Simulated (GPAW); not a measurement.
**SnCl2 (SMILES [Cl][Sn][Cl]) at PBE/plane waves (scalar-relativistic datasets, plane-wave cutoff 340 eV, berendsen dynamics)**

Wanted: a short trajectory of SnCl2. The job is set up through an ASE script.

The results are computed with GPAW 26.7.0.

7 further runs of the same task are left out: 1 that didn't finish, 6 set aside as unsound or not needed.

### 1 The system as given

SnCl2 has 3 atoms, charge 0, and is taken as a singlet. SMILES: `[Cl][Sn][Cl]`. Geometry: a GFN2-xTB relaxation, a rough one for these elements and not checked as a minimum. The run starts from this shape.

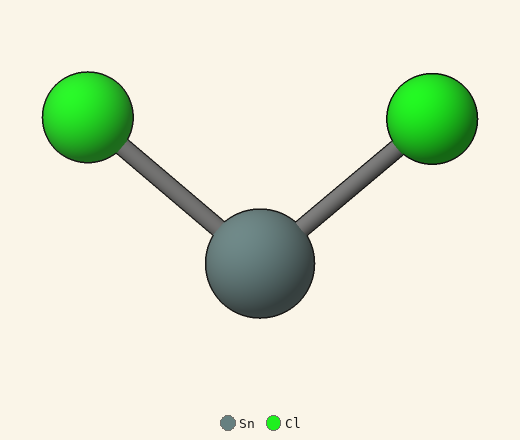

The structure, seen from a chosen angle (tin teal, chlorine green).

### 2 A short trajectory at PBE/plane waves (scalar-relativistic datasets, plane-wave cutoff 340 eV, berendsen dynamics)

The input, gs.py:

```python
import numpy as np
from ase import Atoms, units
from ase.md.nvtberendsen import NVTBerendsen
from ase.md.velocitydistribution import MaxwellBoltzmannDistribution, Stationary, ZeroRotation
from ase.units import Bohr
from gpaw import GPAW, PW

positions_bohr = np.array(
              [[  0.009279,  -0.013530,  -1.934588],
               [  3.425318,  -0.035943,   0.984585],
               [ -3.434596,   0.049473,   0.950003]])
system = Atoms("SnClCl", positions=positions_bohr * Bohr)
system.center(vacuum=4.5)

gpaw_calc = GPAW(mode={"name": "pw", "ecut": 340},
                 xc="PBE",
                 maxiter=150,
                 symmetry="off",
                 txt="gs.txt")
system.calc = gpaw_calc

rng = np.random.default_rng(201)
MaxwellBoltzmannDistribution(system, temperature_K=100, rng=rng)
Stationary(system)
ZeroRotation(system)
dyn = NVTBerendsen(system, timestep=2.0 * units.fs, temperature_K=100, taut=50 * units.fs, trajectory="md.traj", logfile="-")
dyn.run(30)
```

The run is started by

```
$ python3 gs.py
```

Standard output:

```text
gs.py:23: DeprecationWarning: Use thermalize_momenta
  MaxwellBoltzmannDistribution(system, temperature_K=100, rng=rng)
Time[ps]      Etot[eV]     Epot[eV]     Ekin[eV]    T[K]
0.0000          -9.4026      -9.4556       0.0530   136.6
0.0020          -9.4032      -9.4564       0.0532   137.3
0.0040          -9.4037      -9.4562       0.0524   135.2
0.0060          -9.4043      -9.4549       0.0507   130.7
0.0080          -9.4047      -9.4528       0.0481   124.0
0.0100          -9.4051      -9.4500       0.0449   115.8
0.0120          -9.4053      -9.4466       0.0412   106.3
0.0140          -9.4054      -9.4428       0.0373    96.3
0.0160          -9.4054      -9.4388       0.0334    86.2
0.0180          -9.4052      -9.4349       0.0297    76.5
0.0200          -9.4048      -9.4310       0.0262    67.6
0.0220          -9.4043      -9.4275       0.0232    59.8
0.0240          -9.4037      -9.4244       0.0207    53.4
0.0260          -9.4030      -9.4218       0.0188    48.6
0.0280          -9.4022      -9.4198       0.0177    45.5
0.0300          -9.4014      -9.4185       0.0172    44.3
0.0320          -9.4005      -9.4179       0.0174    45.0
0.0340          -9.3997      -9.4181       0.0184    47.5
0.0360          -9.3989      -9.4189       0.0201    51.7
0.0380          -9.3981      -9.4204       0.0223    57.4
0.0400          -9.3975      -9.4224       0.0249    64.3
0.0420          -9.3969      -9.4248       0.0279    71.9
0.0440          -9.3965      -9.4275       0.0310    79.8
0.0460          -9.3963      -9.4302       0.0340    87.6
0.0480          -9.3961      -9.4328       0.0368    94.8
0.0500          -9.3960      -9.4351       0.0391   100.9
0.0520          -9.3960      -9.4369       0.0409   105.4
0.0540          -9.3961      -9.4379       0.0418   107.8
0.0560          -9.3962      -9.4381       0.0419   108.0
0.0580          -9.3963      -9.4374       0.0410   105.8
0.0600          -9.3964      -9.4356       0.0392   101.0
```

gs.txt (excerpt; [...] marks lines left out):

```text
[...]
  mode=PW(ecut=340),
[...]
Converged in 7 steps
[...]
dipole moment: (-0.015374, -0.005336, -0.740688)  # |e|*Ang
[...]
Converged in 7 steps
[...]
Energy contributions relative to reference atoms: (reference = -193120.592099)
Energy contributions:
  Kinetic:          19.611845
  Coulomb:         -20.521332
  Zero:              0.229543
  External:          0.000000
  Xc:               -8.755642
  Entropy:           0.000000
  Spinorbit:         0.000000
  ----------------------------
  Free energy:      -9.435587
  Extrapolated:     -9.435587
dipole moment: (-0.026966, -0.005148, -0.734601)  # |e|*Ang
Fermi level: -4.919
Eigenvalues  # (at kpt = [0.000, 0.000, 0.000])
| band index |      eig [eV] | occ [0-2] |
|------------|---------------|-----------|
|          0 |       -26.421 |     2.000 |
|        ... |               |           |
|          6 |       -19.085 |     2.000 |
|          7 |       -11.581 |     2.000 |
|          8 |        -8.359 |     2.000 |
[... 7 lines of this table left out ...]
|         16 |        -0.931 |     0.000 |
Gap: 3.202 eV
Transition (v -> c):
[...]
Forces  # eV/Ang
|        x |        y |        z |
|----------|----------|----------|
|  0.20967 | -0.00160 |  0.21938 |  # Sn   0
|  0.03468 | -0.00194 | -0.20784 |  # Cl   1
| -0.24647 |  0.00319 | -0.01263 |  # Cl   2
Force computation time: 0.103  # s
timing:  # [seconds]
  Total:  99.104  # ━━━━━━━━━━━━━━━━━━━━━━━━━━━━━━━━━━━━━━━━━━━━━━━━━━━━━━━━━
  Init:    1.758  # ━
  SCF:    83.151  # ━━━━━━━━━━━━━━━━━━━━━━━━━━━━━━━━━━━━━━━━━━━━━━━━
  Forces:  3.876  # ━━
  Move:    9.646  # ━━━━━╸
```

It took 1.7 min on 1 thread of AMD EPYC 7R13 (Zen 3), shared host; peak memory 0.3 GiB.

The path in brief:

| step | potential energy change (eV) | largest force (eV/Å) | temperature (K) |
| --- | --- | --- | --- |
| 0 | 0.0000 | 0.2352 | 137 |
| 2 | -0.0006 | 0.2035 | 135 |
| 4 | 0.0027 | 0.3362 | 124 |
| 6 | 0.0090 | 0.4890 | 106 |
| 8 | 0.0168 | 0.6169 | 86 |
| 10 | 0.0245 | 0.7166 | 68 |
| 12 | 0.0312 | 0.7875 | 53 |
| 14 | 0.0357 | 0.8313 | 46 |
| 16 | 0.0376 | 0.8463 | 45 |
| 18 | 0.0367 | 0.8332 | 52 |
| 20 | 0.0332 | 0.7895 | 64 |
| 22 | 0.0281 | 0.7153 | 80 |
| 24 | 0.0227 | 0.6139 | 95 |
| 26 | 0.0187 | 0.4885 | 105 |
| 28 | 0.0175 | 0.3635 | 108 |
| 30 | 0.0200 | 0.3035 | 101 |

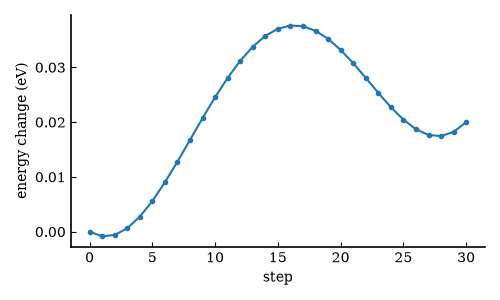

Energy along the run.
